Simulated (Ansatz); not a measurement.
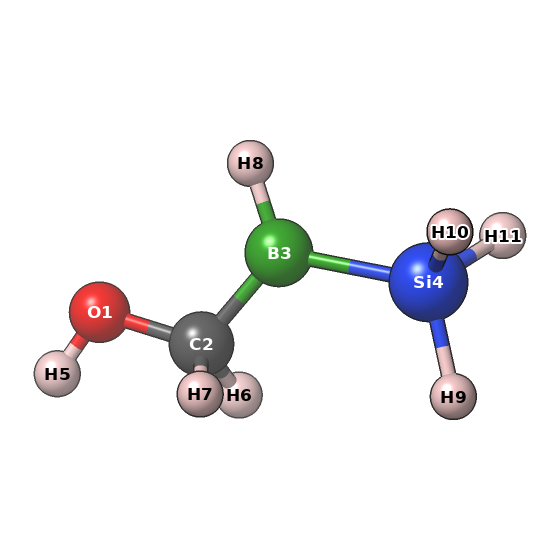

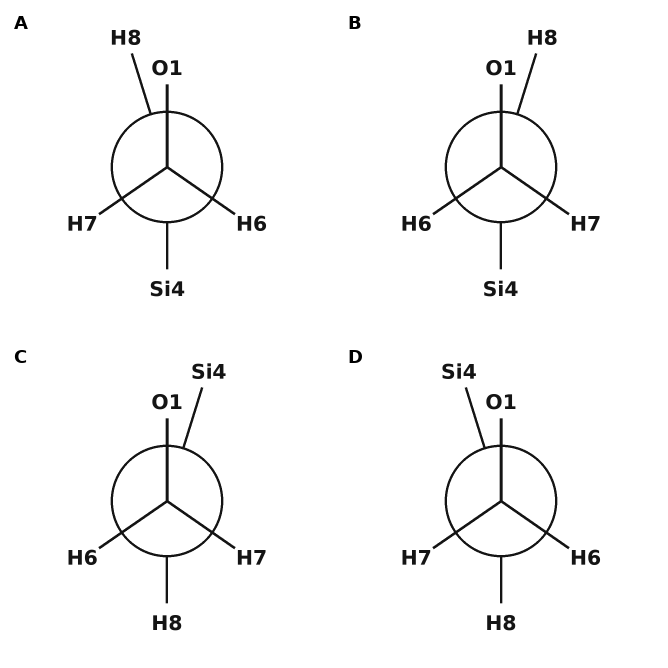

Depth is shown by fading: the farther an atom, the more it takes the colour of the background. Bonds that would overlap in a projection are set slightly apart. Computed geometry: PBE0-D4/def2-TZVP optimisation.

Which Newman projection shows the view along C2–B3, with C2 in front?

Answer. B. The torsion angle O1–C2–B3–Si4 is 180°, antiperiplanar (anti).
